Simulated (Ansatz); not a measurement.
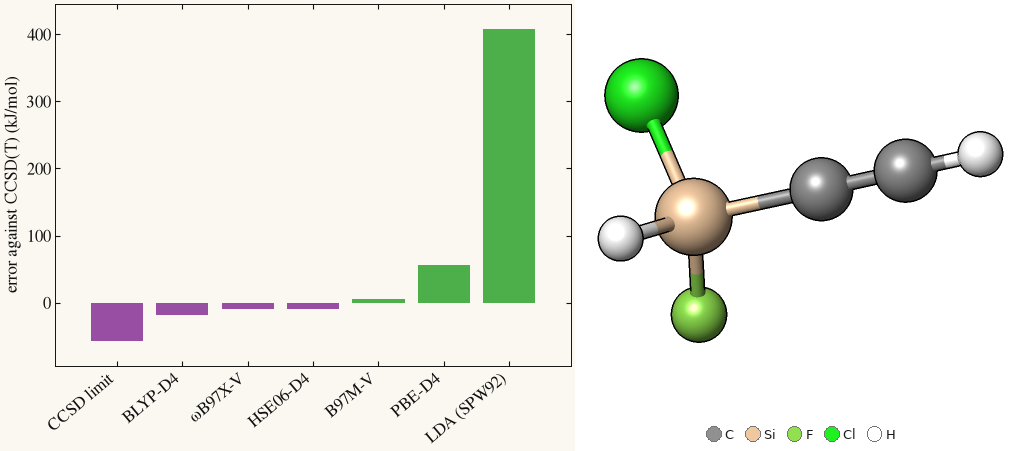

Error in the electronic atomisation energy (method less reference, so positive means overbinding) of C₂H₂ClFSi, SMILES C#C[Si@H](F)Cl: functionals in def2-TZVPP against frozen-core CCSD(T) at the limit (MP2 extrapolated from triple and quadruple zeta, plus CCSD(T) less MP2 in a smaller set), which gives 2928.7 kJ/mol, at a PBE0-D4/def2-TZVP geometry (a minimum by its frequencies), no zero-point or spin-orbit term, the Ansatz code 0.2.0. The reference leaves out core correlation, a term that grows with the number of heavy atoms. Limit means the basis limit.

> What range do the values span?

From −57.3 kJ/mol (CCSD limit) to 407.9 kJ/mol (LDA (SPW92)).

> Give the values.

```csv
level,kJ/mol
CCSD limit,−57.3
BLYP-D4,−18.6
ωB97X-V,−9.9
HSE06-D4,−9.1
B97M-V,5.6
PBE-D4,55.9
LDA (SPW92),407.9
```
